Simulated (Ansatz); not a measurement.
H$_{2}$Si$_{2}$

```tsv
atom	x (Å)	y (Å)	z (Å)
Si	0.0102	0.1429	0.8162
Si	-0.6309	0.5114	-1.2707
H	-0.4356	1.5539	0.0279
H	0.8841	0.2231	-0.6125
```

Geometry: B3LYP-D4/def2-TZVP.

All numbers below come from Ansatz 0.2.0, isolated molecule in a Gaussian basis; Kohn-Sham density functional theory, functional PBE0.

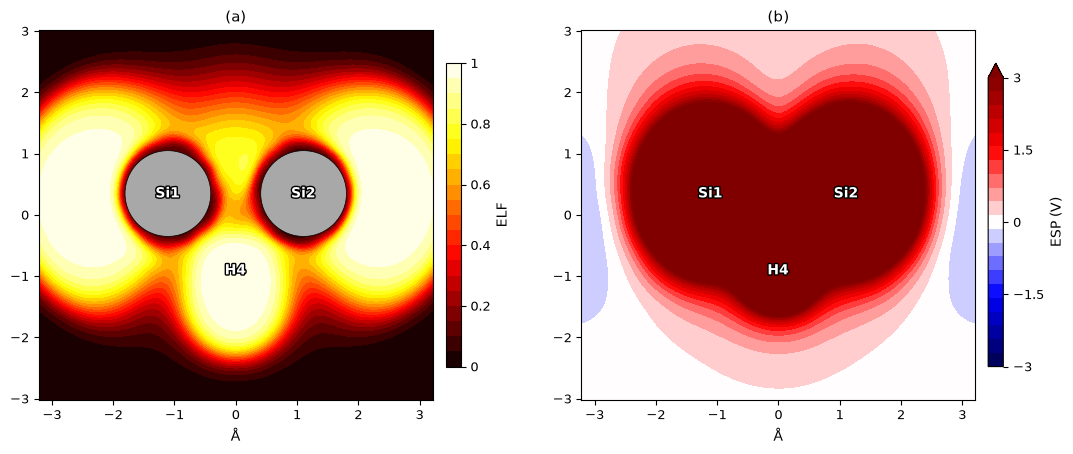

Figure 1. (a) ELF; (b) molecular electrostatic potential on the plane of atoms Si1, Si2 and H4. Grey discs cover the atomic cores in the ELF map.

Describe what can be read from this map.

Answer. Atoms in the plane: Si and H.
Si–Si (2.21 Å): the ELF peaks at about 0.70 between the atoms.
Si–H (1.68 Å): the ELF climbs to about 1 towards the hydrogen, as it does in any bond to H.
The ELF also peaks beside Si2 and Si1, away from the bonds: lone-pair regions.
Outside the dense part of the molecule the potential is most negative (−0.4 V) near H4.

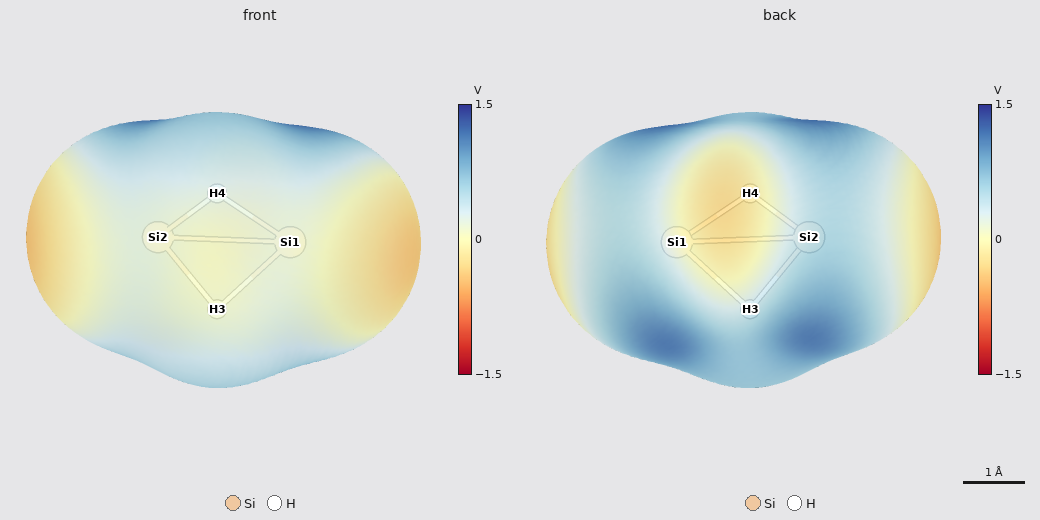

Figure 2. The molecular electrostatic potential painted on the density surface at 0.002 e/bohr³, seen from the front and from behind; red is negative and blue positive.

Describe the electrostatic potential map.

Answer. The most negative region (about −0.4 V, or −9 kcal/mol for a unit charge) lies over H4, the most positive (about +1.2 V, or +28 kcal/mol for a unit charge) over Si1 and Si2.

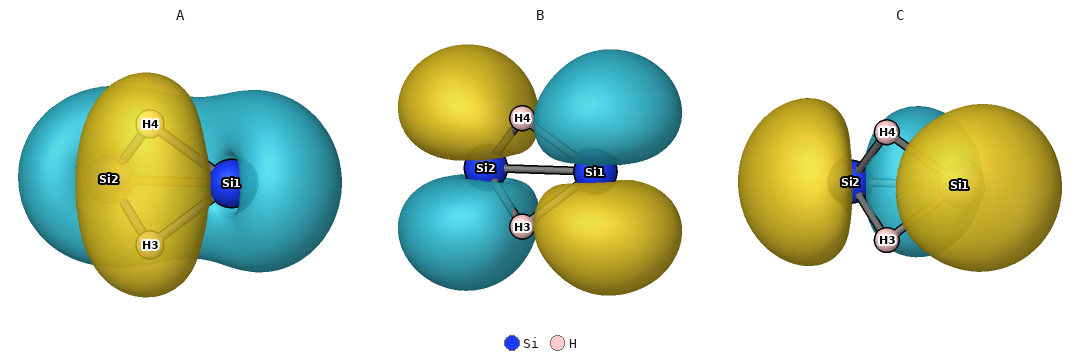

Figure 3. Three frontier orbitals at ±0.08 Å⁻³ᐟ² (yellow and cyan are the two phases), in no order.

Which picture is the HOMO−1, the HOMO and the LUMO?

Answer. A is the HOMO−1 (−8.19 eV). By Hirshfeld shares it lies mainly on Si1 (about 40 %), Si2 (about 40 %), H3 (about 10 %) and H4 (about 10 %); π-bonding across Si1–Si2. C is the HOMO (−6.02 eV). By Hirshfeld shares it lies mainly on Si1 (about 45 %) and Si2 (about 45 %). B is the LUMO (−1.92 eV). Its weight (Hirshfeld) is mainly on Si1 (about 45 %) and Si2 (about 45 %); π-antibonding (π*) across Si1–Si2.

What is the HOMO–LUMO gap?

Answer. 4.10 eV between the orbital energies.

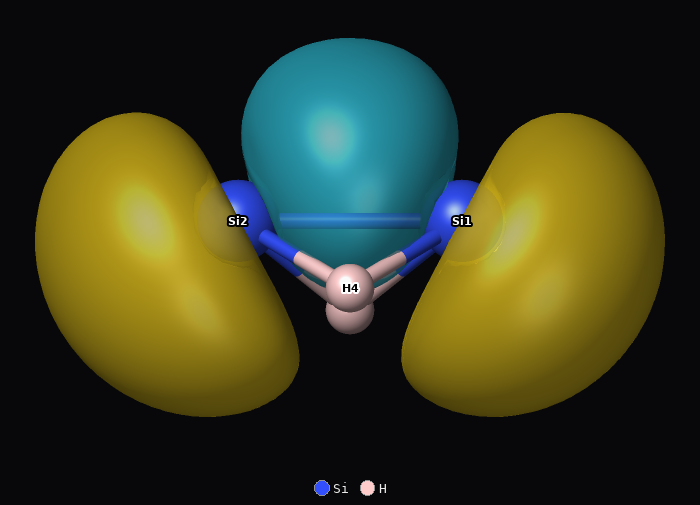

Figure 4. One frontier orbital at ±0.08 Å⁻³ᐟ² (yellow and cyan are the two phases), seen from one side.

Which orbital is it: HOMO or LUMO?

Answer. The HOMO, at −6.02 eV. By Hirshfeld shares it lies mainly on Si1 (about 45 %) and Si2 (about 45 %).
